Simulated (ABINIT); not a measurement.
# GaN (F-43m): a self-consistent loop beyond G0W0, cycle by cycle

Aim: iterate the self-energy on GaN (F-43m) and follow the gap from cycle to cycle.

Method: LDA and many-body steps on it, plane waves, in ABINIT 10.8.3.

**Experimental background.**

- Gap 3.23 eV: absorption onset (direct gap at Gamma) of unexcited film, from imaginary part of dielectric function; spectroscopic ellipsometry (steady-state reference of time-resolved measurement); 300 K; film on 3C-SiC/Si(001) (“Femtosecond pump-probe absorption edge spectroscopy of cubic GaN”, 2022, arxiv:2206.02223).

## Step 1: The structure

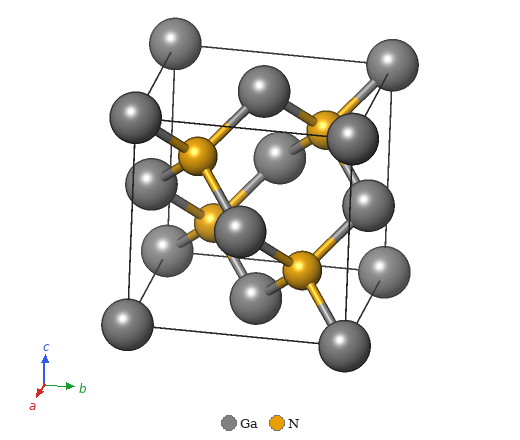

The cell as given, slightly off an axis (gallium grey, nitrogen orange). This picture shows the conventional cell, with its axes. Bonds to atoms that aren't drawn are left out. Some periodic images of atoms are drawn too.

Coordinates:

```cif
data_structure
_symmetry_space_group_name_H-M 'P 1'
_symmetry_Int_Tables_number 1
_cell_length_a 3.1869
_cell_length_b 3.1869
_cell_length_c 3.1869
_cell_angle_alpha 60.000
_cell_angle_beta 60.000
_cell_angle_gamma 60.000
_cell_volume 22.89
loop_
_atom_site_label
_atom_site_type_symbol
_atom_site_fract_x
_atom_site_fract_y
_atom_site_fract_z
_atom_site_occupancy
Ga1 Ga 0.00000 0.00000 0.00000 1
N2 N 0.75000 0.75000 0.75000 1
```

The cell and positions are those that the Materials Project relaxed with its own functionals (PBE, PBE+U or r2SCAN), kept fixed. This is not the form that GaN usually takes at ambient conditions.

## Step 2: Empty states on the mesh, 4×4×4 mesh, 40 bands

This step: ABINIT 10.8.3; DFT, LDA, plane waves, norm-conserving pseudopotentials.

The sums over transitions need many empty states on a uniform mesh; this step solves for them.

Input file run.abi:

```
acell 3*1.0 Angstrom
rprim 
  0.000000000000 2.253500607500 2.253500607500
  2.253500607500 0.000000000000 2.253500607500
  2.253500607500 2.253500607500 0.000000000000
ntypat 2
znucl 31 7
natom 2
typat 1 2
xred 
  0.000000000000 0.000000000000 0.000000000000
  0.750000000000 0.750000000000 0.750000000000
pp_dirpath "pseudos"
pseudos "Ga.upf, N.upf"
ecut 36
ngkpt 4 4 4
nshiftk 1
shiftk 0 0 0
kptopt 1
chksymbreak 0
iscf -2
irdden 1
istwfk *1
nband 40
nbdbuf 4
tolwfr 1e-09
nstep 60
prtvol 0
indata_prefix "in"
outdata_prefix "out"
tmpdata_prefix "tmp"
```

Started as:

```console
$ OMP_NUM_THREADS=1 mpirun -n 4 abinit run.abi > log
```

Numbers of over 12 decimals in the logs are rounded to 6 here.

The log of the run:

```text
.Version 10.8.3 of ABINIT. v10.8.2 released Aug 2026.

 Symmetries : space group F-4 3 m (#216); Bravais cF (face-center cubic)
[... echo of the input left out ...]
== DATASET  1 ==================================================================
-   mpi_nproc: 4, omp_nthreads: 1 (-1 if OMP is not activated)

--- !DatasetInfo
iteration_state: {dtset: 1, }
dimensions: {natom: 2, nkpt: 8, mband: 40, nsppol: 1, nspinor: 1, nspden: 1, mpw: 1639, }
cutoff_energies: {ecut:  36.0, pawecutdg:  -1.0, }
[...]
1.86336    1.86336    1.89097    1.89097    1.89097    1.93033    1.93033    2.16424
   2.33038    2.33038    2.33038    2.54509    2.58107    2.58107    2.58107    2.63453
 prteigrs : prtvol=0 or 1, do not print more k-points.

== END DATASET(S) ==============================================================
================================================================================

 -outvars: echo values of variables after computation  --------
            nband          40
             nkpt           8
          spgroup         216
 [... the other variables as echoed above ...]

 Calculation completed.
```

Run time: 4.3 s. Hardware: 4 MPI ranks of Arm Neoverse V2, shared host; peak memory 0.27 GiB.

This step gave:

```
gap                                                           : 1.770 eV
k of the valence top                                          : 0, 0, 0
k of the conduction bottom                                    : 0, 0, 0
least direct gap                                              : 1.770 eV
k points computed                                             : 8
lowest point of the top converged band, above the valence top : 54.6584 eV
```

On this mesh the gap is 1.770 eV.

The density comes from a self-consistent run that is not shown.

## Step 3: Screening, 4×4×4 mesh, 36 bands, screening to 130.6 eV

The RPA dielectric matrix is built and inverted for each q.

This step: RPA screening on LDA, plane waves, norm-conserving pseudopotentials.

Changes to run.abi since step 2:

```diff
@@ -20,10 +20,11 @@
 chksymbreak 0
-iscf -2
-irdden 1
 istwfk *1
-nband 40
-nbdbuf 4
-tolwfr 1e-09
-nstep 60
-prtvol 0
+occopt 1
+irdwfk 1
+optdriver 3
+nband 36
+ecuteps 4.8
+inclvkb 2
+awtr 1
+symchi 1
 indata_prefix "in"
```

The log of the run:

```text
.Version 10.8.3 of ABINIT. v10.8.2 released Aug 2026.

 Symmetries : space group F-4 3 m (#216); Bravais cF (face-center cubic)
[... echo of the input left out ...]
== DATASET  1 ==================================================================
-   mpi_nproc: 4, omp_nthreads: 1 (-1 if OMP is not activated)

--- !DatasetInfo
iteration_state: {dtset: 1, }
dimensions: {natom: 2, nkpt: 8, mband: 36, nsppol: 1, nspinor: 1, nspden: 1, mpw: 1639, }
cutoff_energies: {ecut:  36.0, pawecutdg:  -1.0, }
electrons: {nelect:   1.80000000E+01, charge:   0.00000000E+00, occopt:   1.00000000E+00, tsmear:   1.00000000E-02, }

 SCREENING: Calculation of the susceptibility and dielectric matrices

 Based on a program developped by R.W. Godby, V. Olevano, G. Onida, and L. Reining.
 Incorporated in ABINIT by V. Olevano, G.-M. Rignanese, and M. Torrent.
.Using double precision arithmetic ; gwpc =  8

[... cell and pseudopotentials left out ...]
--------------------------------------------------------------------------------

 ==== K-mesh for the wavefunctions ====
 Number of points in the irreducible wedge :     8
[... list of points left out ...]
 Together with 24 symmetry operations and time-reversal symmetry
 yields    64 points in the full Brillouin Zone.

 ==== Q-mesh for the screening function ====
 Number of points in the irreducible wedge :     8
[... list of points left out ...]
 Together with 24 symmetry operations and time-reversal symmetry
 yields    64 points in the full Brillouin Zone.

 setmesh: FFT mesh size selected  =    24x   24x   24
          total number of points  =        13824

 vcoul_init : cutoff-mode = AUXILIARY_FUNCTION
 q-points for optical limit:   1
     1)      0.000010    0.000020    0.000030

- screening: taking advantage of time-reversal symmetry
- Maximum band index for partially occupied states nbvw = 9
- Remaining bands to be divided among processors   nbcw = 27
- Number of bands treated by each node ~6

 Number of electrons calculated from density =   18.0000; Expected =   18.0000
 average of density, n =  0.116539
 r_s =    1.2700
 omega_plasma =   32.9300 [eV]

 calculating chi0 at frequencies [eV] :
  1    0.000000E+00    0.000000E+00
  2    0.000000E+00    3.293002E+01

--------------------------------------------------------------------------------
  q-point number  1        q = ( 0.000000, 0.000000, 0.000000) [r.l.u.]
--------------------------------------------------------------------------------
[... chi0 elements left out ...]
 For q-point:  0.000010 0.000020 0.000030
  dielectric constant =   9.0012
  dielectric constant without local fields =   9.5603

  Average fulfillment of the sum rule on Im[epsilon] for q-point    1 :     37.67  [%]
[... wings left out ...]
  q-point number  2        q = ( 0.250000, 0.000000, 0.000000) [r.l.u.]
--------------------------------------------------------------------------------
[... chi0 elements left out ...]
  Average fulfillment of the sum rule on Im[epsilon] for q-point    2 :     56.42  [%]

 [... 6 further q-points ...]
```

It took 4.2 s on 4 MPI ranks; peak memory 0.41 GiB.

This step gave:

| Quantity | Value |
| --- | --- |
| ε∞ with local fields, on this mesh, along the program's q direction | 9.001 |
| the same without local fields | 9.560 |
| plasma frequency | 32.93 eV |
| plane waves in the screening matrix | 65 |

Local fields lower ε∞ by 6 %. On a Γ-centred mesh this coarse the value itself is usually too large, while a short band sum pulls it down.

## Step 4: G0W0

The self-energy is evaluated for the states that the input lists, and the levels follow from it, in one-shot runs by the linearised quasiparticle equation.

This step: G0W0 on LDA, plane waves, norm-conserving pseudopotentials.

Changes to run.abi since step 3:

```diff
@@ -23,8 +23,15 @@
 irdwfk 1
-optdriver 3
+optdriver 4
 nband 36
+gwcalctyp 0
+ecutsigx 36
+symsigma 1
+nkptgw 1
+kptgw 
+  0.0000000000 0.0000000000 0.0000000000
+bdgw 
+  7 13
 ecuteps 4.8
-inclvkb 2
-awtr 1
-symchi 1
+irdscr 1
+ppmodel 1
 indata_prefix "in"
```

The log of the run:

```text
.Version 10.8.3 of ABINIT. v10.8.2 released Aug 2026.

 Symmetries : space group F-4 3 m (#216); Bravais cF (face-center cubic)
[... echo of the input left out ...]
== DATASET  1 ==================================================================
-   mpi_nproc: 4, omp_nthreads: 1 (-1 if OMP is not activated)

--- !DatasetInfo
iteration_state: {dtset: 1, }
dimensions: {natom: 2, nkpt: 8, mband: 36, nsppol: 1, nspinor: 1, nspden: 1, mpw: 1639, }
cutoff_energies: {ecut:  36.0, pawecutdg:  -1.0, }
electrons: {nelect:   1.80000000E+01, charge:   0.00000000E+00, occopt:   1.00000000E+00, tsmear:   1.00000000E-02, }

 SIGMA: Calculation of the GW corrections

 Based on a program developped by R.W. Godby, V. Olevano, G. Onida, and L. Reining.
 Incorporated in ABINIT by V. Olevano, G.-M. Rignanese, and M. Torrent.
.Using double precision arithmetic ; gwpc =  8

[... cell and pseudopotentials left out ...]
--------------------------------------------------------------------------------

 ==== K-mesh for the wavefunctions ====
 Number of points in the irreducible wedge :     8
[... list of points left out ...]
 Together with 24 symmetry operations and time-reversal symmetry
 yields    64 points in the full Brillouin Zone.

 ==== Q-mesh for screening function ====
 Number of points in the irreducible wedge :     8
[... list of points left out ...]
 Together with 24 symmetry operations and time-reversal symmetry
 yields    64 points in the full Brillouin Zone.

 vcoul_init : cutoff-mode = AUXILIARY_FUNCTION
 q-points for optical limit:   1
     1)      0.000010    0.000020    0.000030
 setmesh: FFT mesh size selected  =    36x   36x   36
          total number of points  =        46656

 Number of electrons calculated from density =   18.0000; Expected =   18.0000
 average of density, n =  0.116539
 r_s =    1.2700
 omega_plasma =   32.9300 [eV]

 === KS Band Gaps ===
  >>>> For spin  1
   Minimum direct gap =   1.7696 [eV], located at k-point      :   0.0000  0.0000  0.0000
   Fundamental gap    =   1.7696 [eV], Top of valence bands at :   0.0000  0.0000  0.0000
                                       Bottom of conduction at :   0.0000  0.0000  0.0000
 SIGMA fundamental parameters:
 PLASMON POLE MODEL  1
 number of plane-waves for SigmaX                 1639
 number of plane-waves for SigmaC and W             65
 number of plane-waves for wavefunctions          1639
 number of bands                                    36
 number of independent spin polarizations            1
 number of spinorial components                      1
 number of k-points in IBZ                           8
 number of q-points in IBZ                           8
 number of symmetry operations                      24
 number of k-points in BZ                           64
 number of q-points in BZ                           64
 number of frequencies for dSigma/dE                 9
 frequency step for dSigma/dE [eV]                0.25
 number of omega for Sigma on real axis              0
 max omega for Sigma on real axis  [eV]           0.00
 zcut for avoiding poles [eV]                     0.10

 EPSILON^-1 parameters (SCR file):
 dimension of the eps^-1 matrix on file             65
 dimension of the eps^-1 matrix used                65
 number of plane-waves for wavefunctions          1639
 number of bands                                    36
 number of q-points in IBZ                           8
 number of frequencies                               2
 number of real frequencies                          1
 number of imag frequencies                          1

 matrix elements of self-energy operator (all in [eV])

 Perturbative Calculation

--- !SelfEnergy_ee
iteration_state: {dtset: 1, }
kpoint     : [   0.000,    0.000,    0.000, ]
spin       : 1
KS_gap     :    1.770
QP_gap     :    2.240
Delta_QP_KS:    0.470
data: !SigmaeeData |
     Band     E0 <VxcDFT>   SigX SigC(E0)      Z dSigC/dE  Sig(E)    E-E0       E
        7   4.956 -18.201 -21.323   3.521   0.792  -0.262 -17.885   0.317   5.273
        8   4.956 -18.201 -21.323   3.521   0.792  -0.262 -17.885   0.317   5.273
        9   4.956 -18.201 -21.323   3.521   0.792  -0.262 -17.885   0.317   5.273
       10   6.725 -14.263  -9.748  -3.550   0.816  -0.226 -13.476   0.787   7.512
       11  15.112 -12.737  -7.225  -4.502   0.830  -0.205 -11.899   0.838  15.950
       12  15.112 -12.737  -7.225  -4.502   0.830  -0.205 -11.899   0.838  15.950
       13  15.112 -12.737  -7.225  -4.502   0.830  -0.205 -11.899   0.838  15.950

== END DATASET(S) ==============================================================
================================================================================

 -outvars: echo values of variables after computation  --------
           etotal      0.0000000000E+00
            nband          36
             nkpt           8
          spgroup         216
 [... the other variables as echoed above ...]

 Calculation completed.
```

Run time: 2.1 s. Hardware: 4 MPI ranks; peak memory 0.12 GiB; 8.2 s of CPU time.

This step gave:

```yaml
g0w0_gap_on_the_points_computed: 2.239 eV
starting_gap_on_the_mesh: 1.770 eV
k_of_the_valence_top: 0, 0, 0
k_of_the_conduction_bottom: 0, 0, 0
z_at_the_valence_top: 0.792
z_at_the_conduction_bottom: 0.816
least_direct_g0w0_gap_on_the_computed_points: 2.239 eV
```

The gap on the mesh goes from 1.77 eV to 2.24 eV, a correction of +0.47 eV.

## Step 5: evGW0, cycle 1

This step: evGW0 on LDA, plane waves, norm-conserving pseudopotentials.

Changes to run.abi since step 4:

```diff
@@ -25,10 +25,24 @@
 nband 36
-gwcalctyp 0
+gwcalctyp 10
 ecutsigx 36
 symsigma 1
-nkptgw 1
+nkptgw 8
 kptgw 
   0.0000000000 0.0000000000 0.0000000000
+  0.2500000000 0.0000000000 0.0000000000
+  0.5000000000 0.0000000000 0.0000000000
+  0.2500000000 0.2500000000 0.0000000000
+  0.5000000000 0.2500000000 0.0000000000
+  -0.2500000000 0.2500000000 0.0000000000
+  0.5000000000 0.5000000000 0.0000000000
+  -0.2500000000 0.5000000000 0.2500000000
 bdgw 
-  7 13
+  1 14
+  1 14
+  1 14
+  1 14
+  1 14
+  1 14
+  1 14
+  1 14
 ecuteps 4.8
```

The log of the run:

```text
.Version 10.8.3 of ABINIT. v10.8.2 released Aug 2026.

 Symmetries : space group F-4 3 m (#216); Bravais cF (face-center cubic)
[... echo of the input left out ...]
== DATASET  1 ==================================================================
-   mpi_nproc: 4, omp_nthreads: 1 (-1 if OMP is not activated)

--- !DatasetInfo
iteration_state: {dtset: 1, }
dimensions: {natom: 2, nkpt: 8, mband: 36, nsppol: 1, nspinor: 1, nspden: 1, mpw: 1639, }
cutoff_energies: {ecut:  36.0, pawecutdg:  -1.0, }
electrons: {nelect:   1.80000000E+01, charge:   0.00000000E+00, occopt:   1.00000000E+00, tsmear:   1.00000000E-02, }

 SIGMA: Calculation of the GW corrections

 Based on a program developped by R.W. Godby, V. Olevano, G. Onida, and L. Reining.
 Incorporated in ABINIT by V. Olevano, G.-M. Rignanese, and M. Torrent.
.Using double precision arithmetic ; gwpc =  8

[... cell and pseudopotentials left out ...]
--------------------------------------------------------------------------------

 ==== K-mesh for the wavefunctions ====
 Number of points in the irreducible wedge :     8
[... list of points left out ...]
 Together with 24 symmetry operations and time-reversal symmetry
 yields    64 points in the full Brillouin Zone.

 ==== Q-mesh for screening function ====
 Number of points in the irreducible wedge :     8
[... list of points left out ...]
 Together with 24 symmetry operations and time-reversal symmetry
 yields    64 points in the full Brillouin Zone.

 vcoul_init : cutoff-mode = AUXILIARY_FUNCTION
 q-points for optical limit:   1
     1)      0.000010    0.000020    0.000030
 setmesh: FFT mesh size selected  =    36x   36x   36
          total number of points  =        46656

 Number of electrons calculated from density =   18.0000; Expected =   18.0000
[...]
QP_gap     :    7.258
Delta_QP_KS:    1.245
data: !SigmaeeData |
     Band     E_DFT   <VxcDFT>   E(N-1)  <Hhartree>   SigX  SigC[E(N-1)]    Z     dSigC/dE  Sig[E(N)]  DeltaE  E(N)_pert E(N)_diago
[...]
--- !SelfEnergy_ee
iteration_state: {dtset: 1, }
kpoint     : [  -0.250,    0.500,    0.250, ]
spin       : 1
KS_gap     :    9.819
QP_gap     :   11.630
Delta_QP_KS:    1.811
data: !SigmaeeData |
     Band     E_DFT   <VxcDFT>   E(N-1)  <Hhartree>   SigX  SigC[E(N-1)]    Z     dSigC/dE  Sig[E(N)]  DeltaE  E(N)_pert E(N)_diago
[...]
13    15.895   -12.574    15.895    28.470    -5.962    -4.926     0.814    -0.229   -11.202     1.372    17.267    17.581
       14    20.001   -14.191    20.001    34.191    -6.949    -5.772     0.751    -0.332   -13.088     1.103    21.104    21.470

 New Fermi energy :        2.397031E-01 Ha ,    6.522655E+00 eV
 New Exchange energy :    -9.125779E+00 Ha ,   -2.483251E+02 eV

 === QP Band Gaps ===
  >>>> For spin  1
   Minimum direct gap =   2.3340 [eV], located at k-point      :   0.0000  0.0000  0.0000
   Fundamental gap    =   2.3340 [eV], Top of valence bands at :   0.0000  0.0000  0.0000
                                       Bottom of conduction at :   0.0000  0.0000  0.0000

 writing QP data on file : out_QPS

 Convergence of QP corrections
 >>>>> For spin  1 <<<<<
.  kptgw no:  1; Maximum DeltaE = (   2.324  -0.002) for band index:  6
.  kptgw no:  2; Maximum DeltaE = (   2.350  -0.012) for band index:  4
.  kptgw no:  3; Maximum DeltaE = (   2.365   0.007) for band index:  5
[...]
.  kptgw no:  7; Maximum DeltaE = (   2.417  -0.010) for band index:  5
.  kptgw no:  8; Maximum DeltaE = (   2.370  -0.005) for band index:  4

== END DATASET(S) ==============================================================
================================================================================

 -outvars: echo values of variables after computation  --------
           etotal      0.0000000000E+00
            nband          36
             nkpt           8
          spgroup         216
 [... the other variables as echoed above ...]

 Calculation completed.
```

It took 11 s on 4 MPI ranks; peak memory 0.72 GiB.

Numbers from this step:

```
quasiparticle gap on the mesh                         : 2.334 eV
gap of the density functional on the mesh             : 1.770 eV
k of the valence top                                  : 0, 0, 0
k of the conduction bottom                            : 0, 0, 0
Z at the valence top                                  : 0.792
Z at the conduction bottom                            : 0.816
least direct quasiparticle gap on the computed points : 2.334 eV
```

Against G0W0 in ABINIT (4×4×4 mesh, 36 bands, screening to 130.6 eV, Godby-Needs plasmon pole), the gap moves by +0.095 eV. This first cycle still uses the starting levels; it takes the full correction, at all points of the mesh, and its linearised value is 2.239 eV.

## Step 6: evGW0, cycle 2

The corrected levels of the last cycle go back in.

Changes to run.abi since step 5:

```diff
@@ -50,2 +50,3 @@
 ppmodel 1
+irdqps 1
 indata_prefix "in"
```

The log of the run:

```text
.Version 10.8.3 of ABINIT. v10.8.2 released Aug 2026.

 Symmetries : space group F-4 3 m (#216); Bravais cF (face-center cubic)
[... echo of the input left out ...]
== DATASET  1 ==================================================================
-   mpi_nproc: 4, omp_nthreads: 1 (-1 if OMP is not activated)

--- !DatasetInfo
iteration_state: {dtset: 1, }
dimensions: {natom: 2, nkpt: 8, mband: 36, nsppol: 1, nspinor: 1, nspden: 1, mpw: 1639, }
cutoff_energies: {ecut:  36.0, pawecutdg:  -1.0, }
[...]
.  kptgw no:  3; Maximum DeltaE = (   0.217   0.013) for band index:  7
[...]
.  kptgw no:  7; Maximum DeltaE = (   0.161   0.033) for band index:  3
.  kptgw no:  8; Maximum DeltaE = (  -0.189  -0.003) for band index:  5

== END DATASET(S) ==============================================================
================================================================================

 -outvars: echo values of variables after computation  --------
           etotal      0.0000000000E+00
            nband          36
             nkpt           8
          spgroup         216
 [... the other variables as echoed above ...]

 Calculation completed.
```

Wall time 11 s (4 MPI ranks); peak memory 0.72 GiB; 45 s of CPU time.

This step gave:

| Property | Result |
| --- | --- |
| quasiparticle gap on the mesh | 2.34 eV |
| gap of the density functional on the mesh | 1.770 eV |
| k of the valence top | 0, 0, 0 |
| k of the conduction bottom | 0, 0, 0 |
| least direct quasiparticle gap on the computed points | 2.34 eV |

Against the cycle before, the gap moves by +0.006 eV.

[end of part 1 of 3]

[Paths, hosts, dates, memory and timing lines, banners, echoed tables and standing remarks are left out of the program output.]

[Logs are printed without paths, hosts, clocks, repeated set-up lines and the standing remarks that a program may print on its own settings, such as how far it seeks lower states.]

[Runs of the session that timed out or met a known fault of the program may be left out.]

[Hosts, paths, dates, database ids (printed as entryN), source tags and the programs' standing remarks are cut or masked in the printed files.]

[G0W0 gaps are taken among the corrected bands and points alone; a level outside them can change the order at an edge.]

[Where Ansatz stands beside ABINIT at settings called matched, ABINIT's density can come from a denser mesh and the files from another edition; pairs whose starting gaps differed by over 0.03 eV were left out, so agreement reads better than it is.]
